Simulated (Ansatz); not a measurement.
The calculation's input:

```
crystal:
  periodic: [false, false, false]
  atoms:
    - symbol: F
      position_ang: [1.771881, -2.864778, -0.256159]
    - symbol: F
      position_ang: [2.651032, 0.629440, -0.409065]
    - symbol: F
      position_ang: [0.228585, 0.994155, -1.366413]
    - symbol: P
      position_ang: [1.255007, -2.009430, -1.580487]
    - symbol: Si
      position_ang: [1.155831, -0.012933, -0.478475]
    - symbol: H
      position_ang: [-0.176806, -2.163332, -1.385548]
    - symbol: H
      position_ang: [0.626089, -0.086627, 0.918445]
basis:
  gaussian:
    orbitals: def2-TZVPD
hamiltonian:
  xc: pbe0
output:
  forces: true
  orbitals: {seedname: orbitals}
```

Command:

```sh
ansatz run input.yaml --threads 1 --pin off --max-ram 2610MiB --events-out events.jsonl --progress --plain --runs-dir runs
```

Geometry: PBE-D3(BJ)/def2-SVP.

All numbers below come from isolated molecule in a Gaussian basis; Kohn-Sham density functional theory, functional PBE0 in Ansatz 0.2.0.

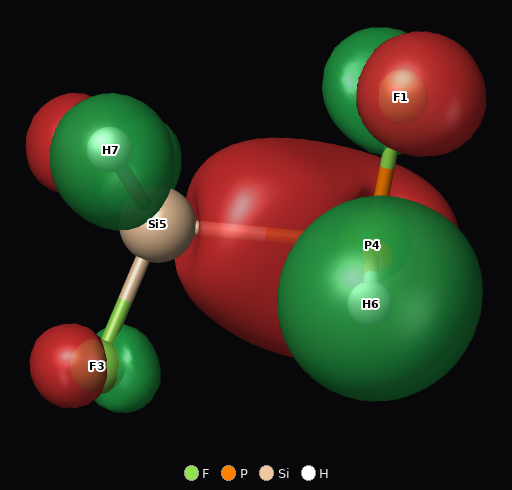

F₃H₂PSi. The HOMO−1 at ±0.1 Å⁻³ᐟ² (green and red are the two phases), seen at a tilt.

### Where does this orbital lie, and at what energy?

Its weight (Hirshfeld) is mainly on P4 (about 40 %), H6 (about 20 %), F1 (about 15 %) and Si5 (about 10 %). Its energy is −9.83 eV.
